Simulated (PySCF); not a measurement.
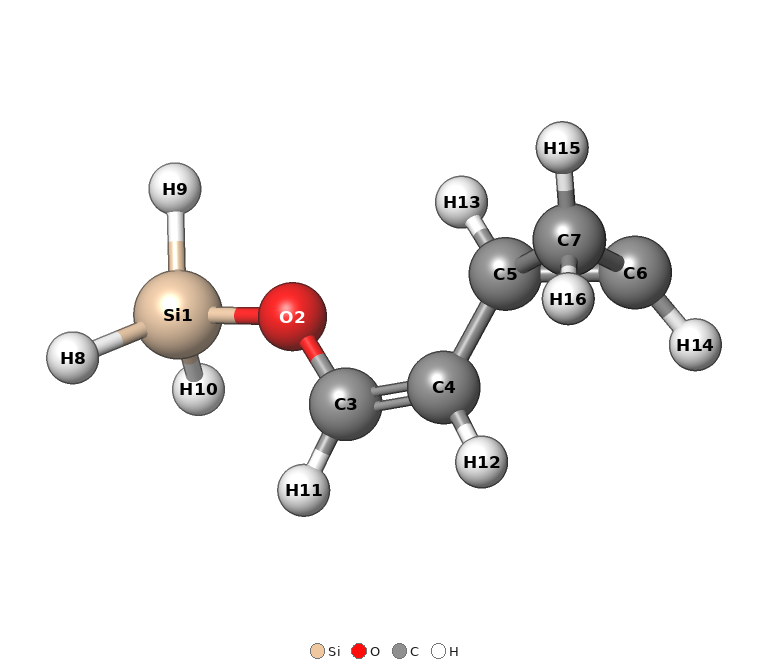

State: neutral, doublet. The computed structure is the end point of a GFN2-xTB optimisation. No frequency run is at hand to confirm it as a minimum. Level of theory: UKS B3LYP, pcH-1 on C H O Si, non-relativistic (PySCF 2.14.0).

Give the isotropic hyperfine couplings (Fermi-contact term alone) of Si1, O2, C3, C4, C5, C6, C7, H8, H9, H10, H11, H12, H13, H14, H15, H16.

| atom | isotope | a_iso (MHz) |
| --- | --- | --- |
| Si1 | 29Si | 0.0 |
| O2 | 17O | −1.3 |
| C3 | 13C | 5.6 |
| C4 | 13C | 16.8 |
| C5 | 13C | −13.7 |
| C6 | 13C | 297.8 |
| C7 | 13C | −21.9 |
| H8 | 1H | 0.3 |
| H9 | 1H | −0.2 |
| H10 | 1H | 0.8 |
| H11 | 1H | −2.2 |
| H12 | 1H | 0.3 |
| H13 | 1H | 72.8 |
| H14 | 1H | −7.4 |
| H15 | 1H | 85.5 |
| H16 | 1H | 48.3 |

The geometry is semi-empirical. Around Si such bond lengths and angles can be off by a tenth of an ångström or more and by several degrees, and values that hang on the shape move with them.
